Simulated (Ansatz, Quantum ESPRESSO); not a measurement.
# Gate doping of 2H-MoTe2, 1 layer, part 3 of 7

Wanted: induced charge and band edges of 2H-MoTe2, 1 layer beside a charged plate.

Quantum ESPRESSO 7.5; plane-wave DFT, PBE, PseudoDojo fully relativistic norm-conserving pseudopotentials; geometry by Ansatz 0.2.0 with PAW datasets.

So far. Step 3 (Ground state: neutral sheet, no gate): The run needed 17 iterations to bring the estimated error under 1e-07 Ry.

## Step 6: Band structure: neutral sheet, no gate

The density is frozen and the levels are solved along a path.

Contents of g0.bands.in:

```
&control
  prefix = 'g0.bands'
  outdir = './out'
  pseudo_dir = './pseudo'
  calculation = 'bands'
  tefield = .true.
  dipfield = .true.
/
&system
  ibrav = 0
  nat = 3
  ntyp = 2
  ecutwfc = 72
  ecutrho = 288
  occupations = 'smearing'
  smearing = 'fd'
  degauss = 0.002
  edir = 3
  emaxpos = 0.213032
  eopreg = 0.01
  eamp = 0.0
  nbnd = 58
  noncolin = .true.
  lspinorb = .true.
/
&electrons
  conv_thr = 1e-07
  mixing_beta = 0.4
  electron_maxstep = 120
  mixing_mode = 'local-TF'
/
ATOMIC_SPECIES
  Te  127.6000  Te.dojo-fr-pbe-0.4-standard.upf
  Mo  95.9500  Mo.dojo-fr-pbe-0.4-standard.upf
CELL_PARAMETERS angstrom
  3.55494921264795 0.00000000000000 -0.00000000000000
  -1.77747460632398 3.07867632731662 0.00000000000000
  -0.00000000000000 -0.00000000000000 25.77410263060000
ATOMIC_POSITIONS crystal
  Te  0.333333333333 0.666666666667 0.429852891555
  Mo  0.000000000000 -0.000000000000 0.499999994385
  Te  0.333333333333 0.666666666667 0.570147114060
K_POINTS crystal_b
4
  0.0000000000 0.0000000000 0.0000000000 14
  0.5000000000 0.0000000000 0.0000000000 14
  0.3333333333 0.3333333333 0.0000000000 14
  0.0000000000 0.0000000000 0.0000000000 1
```

The run is started by

```sh
$ cp -r out/g0.save out/g0.bands.save
$ cp out/g0.xml out/g0.bands.xml
$ OMP_NUM_THREADS=1 mpirun -n 8 pw.x -nk 8 -in g0.bands.in > g0.bands.out
```

The log of the run:

```text
[banner, memory and clock lines left out]
Program PWSCF v.7.5 starts

          URL

     Presently no symmetry can be used with electric field

     Atomic positions and unit cell read from directory:
     ./out/g0.bands.save/

     G-vector sticks info

     bravais-lattice index     =            0
     lattice parameter (alat)  =       6.7179  a.u.
     unit-cell volume          =    1903.6083 (a.u.)^3
     number of atoms/cell      =            3
     number of atomic types    =            2
     number of electrons       =        46.00
     number of Kohn-Sham states=           58
     kinetic-energy cutoff     =      72.0000  Ry
     charge density cutoff     =     288.0000  Ry
     Exchange-correlation= PBE
                           (   1   4   3   4   0   0   0)
     Non magnetic calculation with spin-orbit

     celldm(1)=   6.717880  celldm(2)=   0.000000  celldm(3)=   0.000000
     celldm(4)=   0.000000  celldm(5)=   0.000000  celldm(6)=   0.000000

     crystal axes: (cart. coord. in units of alat)
               a(1) = (   1.000000   0.000000  -0.000000 )
               a(2) = (  -0.500000   0.866025   0.000000 )
               a(3) = (  -0.000000  -0.000000   7.250203 )

     reciprocal axes: (cart. coord. in units 2 pi/alat)
               b(1) = (  1.000000  0.577350  0.000000 )
               b(2) = (  0.000000  1.154701  0.000000 )
               b(3) = (  0.000000  0.000000  0.137927 )

     PseudoPot. # 1 for Te read from file:
     ./pseudo/Te.dojo-fr-pbe-0.4-standard.upf
     Pseudo is Norm-conserving + core correction, Zval = 16.0
     Generated using ONCVPSP code by D. R. Hamann
     Using radial grid of 1324 points, 10 beta functions with:
                l(1) =   0
                l(2) =   0
                l(3) =   1
                l(4) =   1
                l(5) =   1
                l(6) =   1
                l(7) =   2
                l(8) =   2
                l(9) =   2
               l(10) =   2

     PseudoPot. # 2 for Mo read from file:
     ./pseudo/Mo.dojo-fr-pbe-0.4-standard.upf
     Pseudo is Norm-conserving + core correction, Zval = 14.0
     Generated using ONCVPSP code by D. R. Hamann
     Using radial grid of 1640 points, 10 beta functions with:
                l(1) =   0
                l(2) =   0
                l(3) =   1
                l(4) =   1
                l(5) =   1
                l(6) =   1
                l(7) =   2
                l(8) =   2
                l(9) =   2
               l(10) =   2

     atomic species   valence    mass     pseudopotential
     Te               16.00   127.60000     Te( 1.00)
     Mo               14.00    95.95000     Mo( 1.00)

     No symmetry found

   Cartesian axes

     site n.     atom                  positions (alat units)
         1        Te     tau(   1) = (  -0.0000000   0.5773503   3.1165206  )
         2        Mo     tau(   2) = (   0.0000000   0.0000000   3.6251013  )
         3        Te     tau(   3) = (  -0.0000000   0.5773503   4.1336822  )

     number of k points=    43  Fermi-Dirac smearing, width (Ry)=  0.0020
                       cart. coord. in units 2pi/alat
        k(    1) = (   0.0000000   0.0000000   0.0000000), wk =   0.0232558
        k(    2) = (   0.0357143   0.0206197   0.0000000), wk =   0.0232558
        k(    3) = (   0.0714286   0.0412393   0.0000000), wk =   0.0232558
        k(    4) = (   0.1071429   0.0618590   0.0000000), wk =   0.0232558
        k(    5) = (   0.1428571   0.0824786   0.0000000), wk =   0.0232558
        k(    6) = (   0.1785714   0.1030983   0.0000000), wk =   0.0232558
        k(    7) = (   0.2142857   0.1237179   0.0000000), wk =   0.0232558
        k(    8) = (   0.2500000   0.1443376   0.0000000), wk =   0.0232558
        k(    9) = (   0.2857143   0.1649572   0.0000000), wk =   0.0232558
        k(   10) = (   0.3214286   0.1855769   0.0000000), wk =   0.0232558
        k(   11) = (   0.3571429   0.2061965   0.0000000), wk =   0.0232558
        k(   12) = (   0.3928571   0.2268162   0.0000000), wk =   0.0232558
        k(   13) = (   0.4285714   0.2474358   0.0000000), wk =   0.0232558
        k(   14) = (   0.4642857   0.2680555   0.0000000), wk =   0.0232558
        k(   15) = (   0.5000000   0.2886751   0.0000000), wk =   0.0232558
        k(   16) = (   0.4880952   0.3092948   0.0000000), wk =   0.0232558
        k(   17) = (   0.4761905   0.3299144   0.0000000), wk =   0.0232558
        k(   18) = (   0.4642857   0.3505341   0.0000000), wk =   0.0232558
        k(   19) = (   0.4523810   0.3711537   0.0000000), wk =   0.0232558
        k(   20) = (   0.4404762   0.3917734   0.0000000), wk =   0.0232558
        k(   21) = (   0.4285714   0.4123930   0.0000000), wk =   0.0232558
        k(   22) = (   0.4166667   0.4330127   0.0000000), wk =   0.0232558
        k(   23) = (   0.4047619   0.4536324   0.0000000), wk =   0.0232558
        k(   24) = (   0.3928571   0.4742520   0.0000000), wk =   0.0232558
        k(   25) = (   0.3809524   0.4948717   0.0000000), wk =   0.0232558
        k(   26) = (   0.3690476   0.5154913   0.0000000), wk =   0.0232558
        k(   27) = (   0.3571429   0.5361110   0.0000000), wk =   0.0232558
        k(   28) = (   0.3452381   0.5567306   0.0000000), wk =   0.0232558
        k(   29) = (   0.3333333   0.5773503   0.0000000), wk =   0.0232558
        k(   30) = (   0.3095238   0.5361110   0.0000000), wk =   0.0232558
        k(   31) = (   0.2857143   0.4948717   0.0000000), wk =   0.0232558
        k(   32) = (   0.2619048   0.4536324   0.0000000), wk =   0.0232558
        k(   33) = (   0.2380952   0.4123930   0.0000000), wk =   0.0232558
        k(   34) = (   0.2142857   0.3711537   0.0000000), wk =   0.0232558
        k(   35) = (   0.1904762   0.3299144   0.0000000), wk =   0.0232558
        k(   36) = (   0.1666667   0.2886751   0.0000000), wk =   0.0232558
        k(   37) = (   0.1428571   0.2474358   0.0000000), wk =   0.0232558
        k(   38) = (   0.1190476   0.2061965   0.0000000), wk =   0.0232558
        k(   39) = (   0.0952381   0.1649572   0.0000000), wk =   0.0232558
        k(   40) = (   0.0714286   0.1237179   0.0000000), wk =   0.0232558
        k(   41) = (   0.0476190   0.0824786   0.0000000), wk =   0.0232558
        k(   42) = (   0.0238095   0.0412393   0.0000000), wk =   0.0232558
        k(   43) = (   0.0000000   0.0000000   0.0000000), wk =   0.0232558

     Dense  grid:   156743 G-vectors     FFT dimensions: (  40,  40, 270)

     The potential is recalculated from file :
     ./out/g0.bands.save/charge-density

     Adding external electric field

     Computed dipole along edir(3) :
        Dipole               -0.0002 Ry au,         -0.0005 Debye
[...]
1.6557   1.7240   2.1233   2.2539   3.6904   3.7589   4.7178   4.7660
     5.1737   5.2385

          k = 0.2857 0.4949 0.0000 ( 19691 PWs)   bands (ev):

   -60.8876 -60.8876 -37.5743 -37.5690 -37.5646 -37.5643 -37.5269 -37.5226
   -37.5187 -37.5150 -36.7753 -36.7612 -36.1114 -36.1089 -36.1082 -36.1051
   -36.0880 -36.0736 -36.0720 -36.0520 -36.0511 -36.0426 -36.0248 -36.0107
   -34.2499 -34.2331 -34.2108 -34.2089 -10.6662 -10.6367 -10.3861 -10.3831
    -4.8806  -4.7494  -4.7471  -4.4524  -3.5775  -3.4779  -3.4003  -3.0970
    -3.0046  -2.9229  -1.8323  -1.8121  -0.4526  -0.2566   1.0210   1.0368
     1.7144   1.7860   1.9052   2.0247   3.5889   3.6546   4.7949   4.8319
     5.5223   5.5969

          k = 0.2619 0.4536 0.0000 ( 19695 PWs)   bands (ev):

   -60.8880 -60.8880 -37.5739 -37.5692 -37.5653 -37.5649 -37.5263 -37.5225
   -37.5190 -37.5157 -36.7719 -36.7590 -36.1129 -36.1098 -36.1083 -36.1047
   -36.0871 -36.0744 -36.0713 -36.0523 -36.0512 -36.0432 -36.0248 -36.0128
   -34.2477 -34.2356 -34.2083 -34.2036 -10.8096 -10.7850 -10.4839 -10.4808
    -4.8736  -4.7915  -4.5897  -4.3159  -3.4614  -3.3175  -3.0694  -3.0383
    -2.9730  -2.9245  -1.7249  -1.6505  -0.5622  -0.3751   1.1514   1.1673
     1.6273   1.7320   1.7803   1.8565   3.4529   3.5102   5.0372   5.0596
     5.9197   5.9988

          k = 0.2381 0.4124 0.0000 ( 19667 PWs)   bands (ev):

   -60.8886 -60.8885 -37.5735 -37.5695 -37.5662 -37.5657 -37.5256 -37.5224
   -37.5192 -37.5166 -36.7670 -36.7557 -36.1147 -36.1110 -36.1083 -36.1044
   -36.0860 -36.0752 -36.0704 -36.0534 -36.0510 -36.0440 -36.0251 -36.0156
   -34.2442 -34.2366 -34.2053 -34.1985 -11.0059 -10.9868 -10.6168 -10.6138
    -4.7683  -4.7219  -4.3542  -4.1051  -3.4335  -3.3505  -3.0608  -2.9139
    -2.6745  -2.6710  -1.5959  -1.4568  -0.6479  -0.4677   1.1852   1.2267
     1.4373   1.5018   1.8132   1.9029   3.3237   3.3671   5.3841   5.3850
     6.2157   6.2591

          k = 0.2143 0.3712 0.0000 ( 19637 PWs)   bands (ev):

   -60.8893 -60.8893 -37.5730 -37.5699 -37.5672 -37.5666 -37.5248 -37.5223
   -37.5195 -37.5177 -36.7608 -36.7514 -36.1163 -36.1125 -36.1084 -36.1044
   -36.0847 -36.0761 -36.0696 -36.0549 -36.0507 -36.0450 -36.0258 -36.0188
   -34.2397 -34.2361 -34.2016 -34.1934 -11.2398 -11.2258 -10.7750 -10.7722
    -4.5858  -4.5679  -4.0583  -3.8419  -3.4632  -3.4436  -3.0164  -2.8765
    -2.3479  -2.2799  -1.4655  -1.2554  -0.6995  -0.5352   1.0754   1.1132
     1.4331   1.4806   1.7987   1.9052   3.2364   3.2626   5.6851   5.7248
     6.0670   6.1239

          k = 0.1905 0.3299 0.0000 ( 19617 PWs)   bands (ev):

   -60.8902 -60.8902 -37.5726 -37.5704 -37.5684 -37.5675 -37.5242 -37.5223
   -37.5199 -37.5188 -36.7535 -36.7460 -36.1178 -36.1140 -36.1085 -36.1047
   -36.0834 -36.0770 -36.0690 -36.0568 -36.0505 -36.0462 -36.0269 -36.0223
   -34.2352 -34.2346 -34.1966 -34.1881 -11.4929 -11.4832 -10.9468 -10.9446
    -4.3928  -4.3863  -3.7662  -3.6454  -3.4759  -3.4181  -2.8774  -2.7995
    -2.0442  -1.9234  -1.3492  -1.0674  -0.7361  -0.6073   1.0210   1.0401
     1.4695   1.5378   1.7418   1.8627   3.1993   3.2095   5.5359   5.5494
     5.8961   5.8963

          k = 0.1667 0.2887 0.0000 ( 19621 PWs)   bands (ev):

   -60.8912 -60.8912 -37.5723 -37.5710 -37.5695 -37.5684 -37.5239 -37.5221
   -37.5206 -37.5194 -36.7455 -36.7399 -36.1189 -36.1155 -36.1086 -36.1051
   -36.0821 -36.0779 -36.0686 -36.0591 -36.0506 -36.0474 -36.0285 -36.0258
   -34.2326 -34.2316 -34.1899 -34.1822 -11.7482 -11.7418 -11.1212 -11.1194
    -4.3248  -4.3083  -3.5924  -3.5513  -3.2320  -3.1737  -2.6665  -2.6314
    -1.7925  -1.6387  -1.2543  -0.9102  -0.7738  -0.6978   1.0508   1.1367
     1.5346   1.6283   1.6812   1.8074   3.1890   3.1907   5.2307   5.2321
     5.5538   5.5572

          k = 0.1429 0.2474 0.0000 ( 19637 PWs)   bands (ev):

   -60.8922 -60.8922 -37.5723 -37.5715 -37.5706 -37.5692 -37.5240 -37.5222
   -37.5211 -37.5195 -36.7373 -36.7334 -36.1197 -36.1168 -36.1087 -36.1057
   -36.0811 -36.0787 -36.0684 -36.0617 -36.0508 -36.0487 -36.0305 -36.0291
   -34.2309 -34.2294 -34.1815 -34.1755 -11.9916 -11.9877 -11.2883 -11.2871
    -4.4257  -4.4151  -3.3334  -3.3169  -2.9355  -2.9126  -2.4487  -2.2890
    -1.6311  -1.4925  -1.1682  -0.7989  -0.7857  -0.7688   1.1900   1.3040
     1.6157   1.7259   1.7397   1.8417   3.1705   3.1803   4.9364   4.9438
     5.2329   5.2378

          k = 0.1190 0.2062 0.0000 ( 19625 PWs)   bands (ev):

   -60.8932 -60.8932 -37.5728 -37.5722 -37.5711 -37.5699 -37.5244 -37.5232
   -37.5205 -37.5195 -36.7293 -36.7269 -36.1202 -36.1179 -36.1087 -36.1063
   -36.0804 -36.0794 -36.0686 -36.0643 -36.0511 -36.0498 -36.0328 -36.0320
   -34.2297 -34.2285 -34.1721 -34.1681 -12.2124 -12.2101 -11.4406 -11.4399
    -4.5991  -4.5938  -3.0166  -3.0127  -2.7108  -2.6491  -2.1431  -1.9157
    -1.5917  -1.5067  -1.0937  -0.7944  -0.7438  -0.7241   1.4116   1.4999
     1.6756   1.7701   2.0167   2.0784   3.1336   3.1484   4.6791   4.6895
     4.9481   4.9533

          k = 0.0952 0.1650 0.0000 ( 19577 PWs)   bands (ev):

   -60.8942 -60.8942 -37.5734 -37.5731 -37.5712 -37.5705 -37.5249 -37.5242
   -37.5199 -37.5193 -36.7220 -36.7206 -36.1203 -36.1188 -36.1085 -36.1069
   -36.0803 -36.0801 -36.0690 -36.0668 -36.0516 -36.0507 -36.0351 -36.0345
   -34.2291 -34.2283 -34.1627 -34.1605 -12.4023 -12.4011 -11.5720 -11.5716
    -4.7782  -4.7758  -2.7212  -2.7183  -2.4742  -2.4132  -1.8228  -1.6412
    -1.6006  -1.5756  -1.0613  -0.8015  -0.6834  -0.6809   1.7086   1.7526
     1.8280   1.8884   2.3600   2.3858   3.0778   3.0946   4.4617   4.4730
     4.7084   4.7130

          k = 0.0714 0.1237 0.0000 ( 19537 PWs)   bands (ev):

   -60.8950 -60.8950 -37.5740 -37.5739 -37.5713 -37.5709 -37.5253 -37.5251
   -37.5194 -37.5192 -36.7158 -36.7152 -36.1202 -36.1193 -36.1082 -36.1072
   -36.0808 -36.0806 -36.0696 -36.0687 -36.0521 -36.0515 -36.0371 -36.0365
   -34.2290 -34.2286 -34.1543 -34.1534 -12.5555 -12.5550 -11.6782 -11.6780
    -4.9347  -4.9337  -2.4847  -2.4793  -2.2247  -2.1777  -1.7196  -1.6860
    -1.5493  -1.3481  -1.0508  -0.8460  -0.6487  -0.6441   2.0363   2.0533
     2.1000   2.1006   2.6987   2.7029   3.0248   3.0400   4.2841   4.2944
     4.5193   4.5225

          k = 0.0476 0.0825 0.0000 ( 19533 PWs)   bands (ev):

   -60.8956 -60.8956 -37.5746 -37.5745 -37.5713 -37.5712 -37.5257 -37.5256
   -37.5191 -37.5190 -36.7111 -36.7109 -36.1200 -36.1195 -36.1078 -36.1073
   -36.0817 -36.0815 -36.0702 -36.0700 -36.0525 -36.0521 -36.0385 -36.0381
   -34.2292 -34.2291 -34.1478 -34.1475 -12.6677 -12.6675 -11.7561 -11.7560
    -5.0542  -5.0539  -2.3107  -2.3078  -2.0023  -1.9707  -1.7705  -1.7477
    -1.3653  -1.2575  -1.0186  -0.9144  -0.6307  -0.6280   2.2882   2.3028
     2.4298   2.4334   2.9889   2.9903   3.0265   3.0376   4.1425   4.1494
     4.3832   4.3846

          k = 0.0238 0.0412 0.0000 ( 19541 PWs)   bands (ev):

   -60.8960 -60.8960 -37.5749 -37.5749 -37.5714 -37.5714 -37.5260 -37.5260
   -37.5189 -37.5189 -36.7082 -36.7082 -36.1199 -36.1197 -36.1074 -36.1072
   -36.0824 -36.0823 -36.0707 -36.0707 -36.0528 -36.0525 -36.0393 -36.0391
   -34.2294 -34.2294 -34.1438 -34.1437 -12.7361 -12.7361 -11.8036 -11.8036
    -5.1287  -5.1287  -2.2059  -2.2055  -1.8674  -1.8592  -1.7541  -1.7481
    -1.2819  -1.2633  -0.9802  -0.9631  -0.6238  -0.6234   2.4413   2.4434
     2.6897   2.6898   3.0795   3.0806   3.2587   3.2610   4.0311   4.0330
     4.3004   4.3007

          k = 0.0000 0.0000 0.0000 ( 19553 PWs)   bands (ev):

   -60.8961 -60.8961 -37.5750 -37.5750 -37.5714 -37.5714 -37.5261 -37.5261
   -37.5188 -37.5188 -36.7073 -36.7073 -36.1198 -36.1198 -36.1072 -36.1072
   -36.0827 -36.0827 -36.0708 -36.0708 -36.0528 -36.0528 -36.0395 -36.0395
   -34.2295 -34.2295 -34.1424 -34.1424 -12.7591 -12.7591 -11.8195 -11.8195
    -5.1540  -5.1540  -2.1731  -2.1731  -1.8416  -1.8416  -1.7161  -1.7161
    -1.2739  -1.2739  -0.9706  -0.9706  -0.6223  -0.6223   2.4806   2.4806
     2.7817   2.7817   3.1309   3.1309   3.3831   3.3831   3.9750   3.9750
     4.2722   4.2722

     XML data file, pseudopotentials, collected wavefunctions

                                        0.00s GPU  (     232 calls)
[key lines of the parts left out:]
Dipole field         -0.0000 Ry au,
```

Wall time 5.9 min (8 MPI ranks of Arm Neoverse N1, shared host); peak memory 2.6 GiB.

Numbers from this step:

| Property | Result |
| --- | --- |
| valence top, on the run's zero | -0.1021 eV |
| conduction bottom, on the run's zero | 0.8403 eV |
| gap by band count | 0.9424 eV |

Band numbers count within the set of bands kept for display. Electronic bands along the path, in eV, zero at the Fermi level, which the smearing puts inside the gap; v1 is the highest filled band, c1 the lowest empty one:

| point | v4 | v3 | v2 | v1 | c1 | c2 | c3 | c4 |
| --- | --- | --- | --- | --- | --- | --- | --- | --- |
| Γ | -1.34 | -1.34 | -0.99 | -0.99 | 2.12 | 2.12 | 2.42 | 2.42 |
| M | -1.31 | -1.31 | -0.88 | -0.88 | 0.80 | 0.80 | 1.14 | 1.14 |
| K | -2.32 | -2.29 | -0.69 | -0.47 | 0.48 | 0.51 | 1.26 | 1.33 |
| Γ | -1.34 | -1.34 | -0.99 | -0.99 | 2.12 | 2.12 | 2.42 | 2.42 |

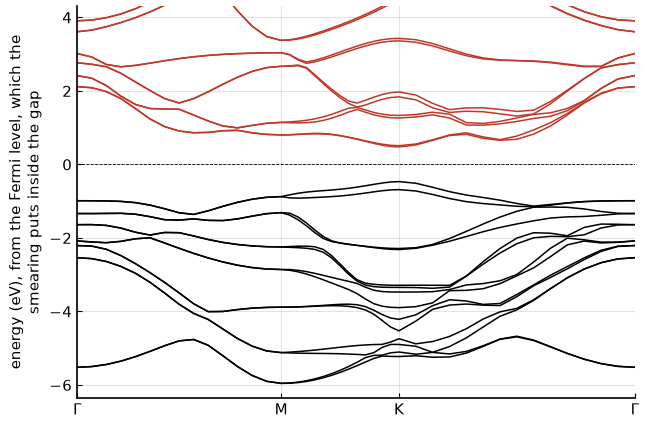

Electronic bands along the path; lines of filled and empty bands in two colours.

Along this path the valence top lies at K and the conduction bottom at K.

(Part 3 of 7 ends here.)

[Logs are printed without paths, hosts, clocks, repeated set-up lines and the standing remarks that a program may print on its own settings, such as how far it seeks lower states.]

[Hosts, paths, dates, database ids (printed as entryN), source tags and the programs' standing remarks are cut or masked in the printed files.]

[Maps of the electrostatic potential energy from Ansatz leave out the sawtooth potential of an applied field or a dipole correction, so their vacuum need not be flat; planar profiles and work functions include it.]
